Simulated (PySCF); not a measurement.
# RuNH2: structure of the doublet

Where does doublet RuNH2 go from a trigonal planar start, is the end point a minimum, and what are its modes, charges and moments?

The runs use PySCF 2.14.0; PBE0, basis Ru def2-TZVP with ECP28, N def2-TZVP, H def2-TZVP, scalar-relativistic core potentials, no spin–orbit coupling, density fitting.

**1. The system as given**

4 atoms, charge 0, spin multiplicity 2.

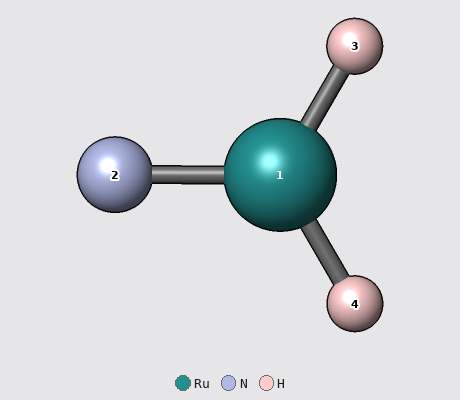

As it starts; ruthenium teal, nitrogen light blue, hydrogen pink; atoms are numbered from 1 in the order of the file.

```xyz
4
charge 0 multiplicity 2
Ru    0.0000    0.0000   -0.1932
N     0.0000    0.0000    1.5468
H    -1.3597    0.0000   -0.9782
H     1.3597    0.0000   -0.9782
```

**2. Finding the electronic state**

One driver script runs all steps and calls PySCF; scf.py shows how it sets up the SCF of each step. The optimiser is the driver's own. After this first run the driver tries any further starts and a stability analysis.

File scf.py:

```python
from pyscf import gto, scf, dft
mol = gto.M(atom='''
Ru     0.000000     0.000000    -0.193200
N     -0.000010     0.000000     1.546810
H     -1.359660     0.000000    -0.978210
H      1.359680     0.000000    -0.978240''',
    basis={'Ru': 'def2-TZVP', 'N': 'def2-TZVP', 'H': 'def2-TZVP'},
    ecp={'Ru': 'def2-TZVP'},
    charge=0, spin=1)
mf = dft.UKS(mol, xc='PBE0')
mf.grids.atom_grid = (50, 194)
aux = {'Ru': 'def2-universal-JKFIT', 'N': 'def2-universal-JKFIT', 'H': 'def2-universal-JKFIT'}
mf = mf.density_fit(auxbasis=aux)
mf.conv_tol = 1e-08
mf.diis_space = 10
mf.max_cycle = 60
mf.init_guess = 'minao'
mf.verbose = 4
mf.kernel()
```

On the command line:

```sh
$ OMP_NUM_THREADS=2 python axn.py task.json out
```

Output:

```text
init E= -142.682569656705
[... the frontier-level lines of each cycle are left out ...]
cycle= 1 E= -149.463456005965  delta_E= -6.78  |g|= 1.71  |ddm|= 3.02
cycle= 2 E= -140.373387698654  delta_E= 9.09  |g|= 3.73  |ddm|= 5.26
cycle= 3 E= -150.344557993535  delta_E= -9.97  |g|= 0.776  |ddm|= 5.11
cycle= 4 E= -150.159271936139  delta_E= 0.185  |g|= 1.04  |ddm|= 1.09
cycle= 5 E= -150.58634923396  delta_E= -0.427  |g|= 0.46  |ddm|= 0.529
cycle= 6 E= -150.629721399379  delta_E= -0.0434  |g|= 0.335  |ddm|= 0.154
cycle= 7 E= -150.667888813814  delta_E= -0.0382  |g|= 0.146  |ddm|= 0.12
cycle= 8 E= -150.67656992042  delta_E= -0.00868  |g|= 0.0448  |ddm|= 0.0614
cycle= 9 E= -150.677697377829  delta_E= -0.00113  |g|= 0.00762  |ddm|= 0.0308
cycle= 10 E= -150.67794460473  delta_E= -0.000247  |g|= 0.0072  |ddm|= 0.0176
cycle= 11 E= -150.678376582999  delta_E= -0.000432  |g|= 0.00764  |ddm|= 0.0367
cycle= 12 E= -150.678805240382  delta_E= -0.000429  |g|= 0.00359  |ddm|= 0.0501
cycle= 13 E= -150.678977325926  delta_E= -0.000172  |g|= 0.00175  |ddm|= 0.0435
cycle= 14 E= -150.678987690295  delta_E= -1.04e-05  |g|= 0.000417  |ddm|= 0.00775
cycle= 15 E= -150.678988718019  delta_E= -1.03e-06  |g|= 0.000191  |ddm|= 0.00379
cycle= 16 E= -150.678988764107  delta_E= -4.61e-08  |g|= 6.03e-05  |ddm|= 0.000407
cycle= 17 E= -150.678988771519  delta_E= -7.41e-09  |g|= 3.29e-05  |ddm|= 0.000349
Extra cycle  E= -150.678988768747  delta_E= 2.77e-09  |g|= 9.75e-05  |ddm|= 7.84e-05
converged SCF energy = -150.678988768747  <S^2> = 0.8751452  2S+1 = 2.1214572
```

This step, with its further starts and checks, ran for 18 s (2 threads of Arm Neoverse N1, shared host).

The starts that the driver tried:

| start | energy (Eh) |
| --- | --- |
| the minimal-basis guess | -150.678989 |
| a thermally smeared density | -150.678989 |
| a smeared PBE density | -150.678989 |

The test of internal stability and the other starts found no lower solution of this spin.

**3. Relaxing the doublet from the trigonal planar start**

The program finds C2v symmetry in the start, which this walk keeps. Threshold on the gradient: 0.0003 Eh/bohr, with a further test on the energy change.

Edit scf.py of step 2 so:

```diff
@@ -3,4 +3,4 @@
-Ru     0.000000     0.000000    -0.193200
-N     -0.000010     0.000000     1.546810
-H     -1.359660     0.000000    -0.978210
-H      1.359680     0.000000    -0.978240''',
+Ru    -0.000000     0.000000    -0.193204
+N      0.000001     0.000000     1.546806
+H     -1.359671     0.000000    -0.978228
+H      1.359669     0.000000    -0.978229''',
@@ -17 +16,0 @@
-mf.init_guess = 'minao'
```

Steps of the walk:

| step | energy (Eh) | change (kJ/mol) | largest symmetric gradient (Eh/bohr) |
| --- | --- | --- | --- |
| 0 | -150.678989 | 0.00 | 0.12936 |
| 1 | -150.705538 | -69.70 | 0.01587 |
| 2 | -150.707916 | -75.95 | 0.00927 |
| 3 | -150.709243 | -79.43 | 0.00515 |
| 4 | -150.709336 | -79.68 | 0.00611 |
| 5 | -150.709397 | -79.84 | 0.00254 |
| 6 | -150.709411 | -79.87 | 0.00008 |
| 7 | -150.709411 | -79.87 | 0.00000 |

The walk took 22 s.

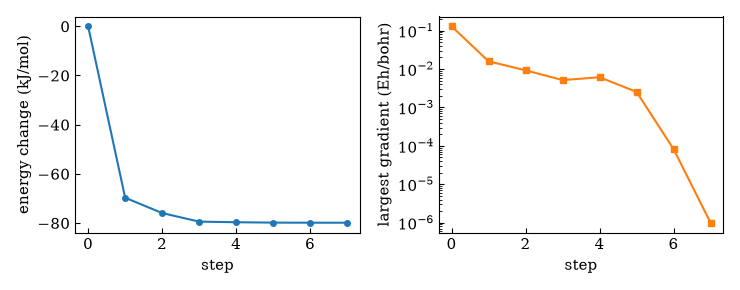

How energy and gradient fall.

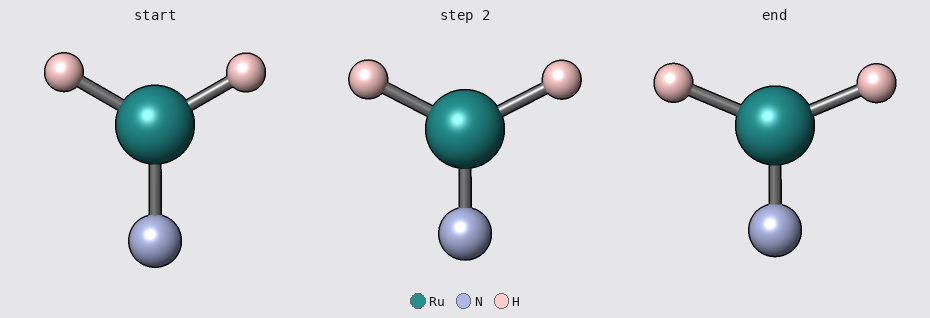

The geometry along the walk, at one scale.

After 7 steps and 79.9 kJ/mol it ends at C2v: Ru–H 1.644 Å (×2), Ru–N 1.568 Å; H–Ru–H 134.5°, H–Ru–N 112.8° (×2).

**4. Vibrations and properties at this point**

On the finer grid the gradient is checked again; gradients at displacements of ±0.02 bohr then give force constants and infrared intensities.

Edit scf.py of step 3 so:

```diff
@@ -3,4 +3,4 @@
-Ru    -0.000000     0.000000    -0.193204
-N      0.000001     0.000000     1.546806
-H     -1.359671     0.000000    -0.978228
-H      1.359669     0.000000    -0.978229''',
+Ru    -0.000000     0.000000    -0.175358
+N      0.000001     0.000000     1.392482
+H     -1.515800     0.000000    -0.811618
+H      1.515799     0.000000    -0.811620''',
@@ -11 +11 @@
-mf.grids.atom_grid = (50, 194)
+mf.grids.atom_grid = (75, 302)
@@ -14 +14 @@
-mf.conv_tol = 1e-08
+mf.conv_tol = 1e-10
```

The driver hands on the density of the step before, so the log starts near convergence.

SCF at the final geometry:

```text
init E= -150.709428161823
[... the frontier-level lines of each cycle are left out ...]
cycle= 1 E= -150.709428161746  delta_E= 7.77e-11  |g|= 1.5e-05  |ddm|= 8.11e-06
cycle= 2 E= -150.709428160375  delta_E= 1.37e-09  |g|= 6.29e-05  |ddm|= 3.29e-05
cycle= 3 E= -150.709428161829  delta_E= -1.45e-09  |g|= 1.16e-06  |ddm|= 2.64e-05
cycle= 4 E= -150.709428161829  delta_E= -2.27e-13  |g|= 2.12e-07  |ddm|= 9.45e-07
Extra cycle  E= -150.709428161829  delta_E= -1.71e-13  |g|= 1.67e-07  |ddm|= 4.31e-07
converged SCF energy = -150.709428161829  <S^2> = 0.7625422  2S+1 = 2.0125031
```

The whole step took 66 s.

Geometry: C2v; Ru–H 1.644 Å (×2), Ru–N 1.568 Å; H–Ru–H 134.5°, H–Ru–N 112.8° (×2).

Modes, for the most abundant isotopes:

```csv
symmetry,ω (cm⁻¹),IR (km/mol)
b2,544,9.5
b1,668,59.4
a1,773,18.8
a1,1214,82.9
b2,1904,257
a1,1965,101
```

No imaginary mode, so this is a minimum.

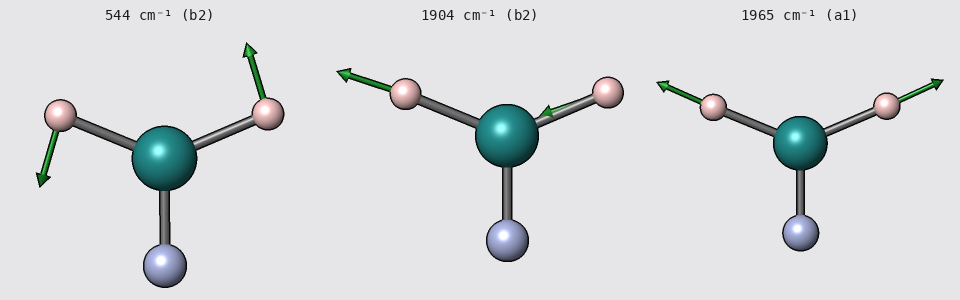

Displacements of 3 of the modes, as arrows (one member where a mode is degenerate).

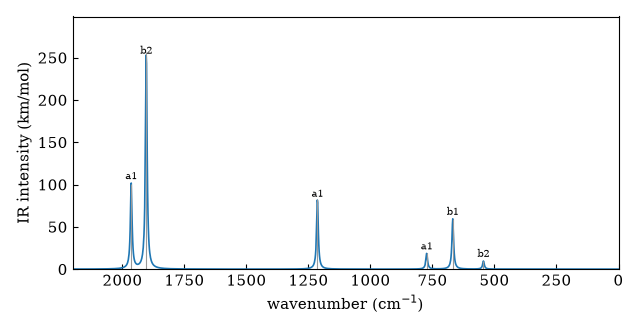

The harmonic infrared spectrum (widths in cm⁻¹). Lines are broadened to a width of 8 cm⁻¹ (Lorentzian).

Constants and moments:

| Item | Value |
| --- | --- |
| Dipole moment | 1.02 D |
| Highest occupied level | -7.98 eV |
| Lowest empty level | -3.95 eV |
| Rotational constants | 3.64, 0.5332, 0.4651 cm⁻¹ |
| Zero-point energy | 42.3 kJ/mol |
| Principal polarisabilities | 32.4, 46.6, 49.3 bohr³ |
| Atomisation energy without zero-point energy | 969 kJ/mol |
| Principal traceless quadrupole moments about the centre of mass | -4.42, 0.54, 3.88 D Å |
| Entropy at 298.15 K and 1 bar (electronic part: spin only) | 257.4 J/(mol K) |
| Heat capacity Cp at 298.15 K | 45.7 J/(mol K) |
| Enthalpy at 298.15 K above 0 K | 11.03 kJ/mol |
| Rotational symmetry number | 2 |
| Spin squared ⟨S²⟩ | 0.763 |

Populations by atom (charges in e):

```csv
atom,Mulliken,Löwdin,polar tensor,spin (Mulliken),Mayer order to Ru1
Ru1,0.53,0.26,0.85,1.13,–
N2,-0.37,-0.15,-0.40,-0.13,2.68
"H3,4",-0.08,-0.06,-0.23,0.00,0.90
```

Mulliken populations on Ru1 (outside its core potential): s 2.64, p 6.40, d 6.41, f 0.02.

**5. Outcome**

| quantity | value |
| --- | --- |
| minimum | doublet, C2v |
| geometry | Ru–H 1.644 Å (×2), Ru–N 1.568 Å; H–Ru–H 134.5°, H–Ru–N 112.8° (×2) |
| wavenumbers (cm⁻¹) | 544 (b2), 668 (b1), 773 (a1), 1214 (a1), 1904 (b2), 1965 (a1) |
| dipole moment | 1.02 D |
| highest occupied, lowest empty level (either spin) | -7.98, -3.95 eV |
| polar-tensor charge of Ru1 | +0.85 e |
| zero-point energy | 42.3 kJ/mol |
| entropy at 298.15 K | 257.4 J/(mol K) |
| atomisation energy (no zero-point energy) | 969 kJ/mol |
| ⟨S²⟩ | 0.763 |

What this shows: The molecule stays C2v, as typed, and the end point is a minimum. The strongest infrared band lies at 1904 cm⁻¹ (b2, stretch). Most of the spin sits on Ru1 (Mulliken spin 1.13, against 1 for the whole molecule). Only this shape and spin were tried, so other structures or states may lie lower. One determinant may miss the lowest occupation of an open d or f shell.

The search up to here took 1.8 min.
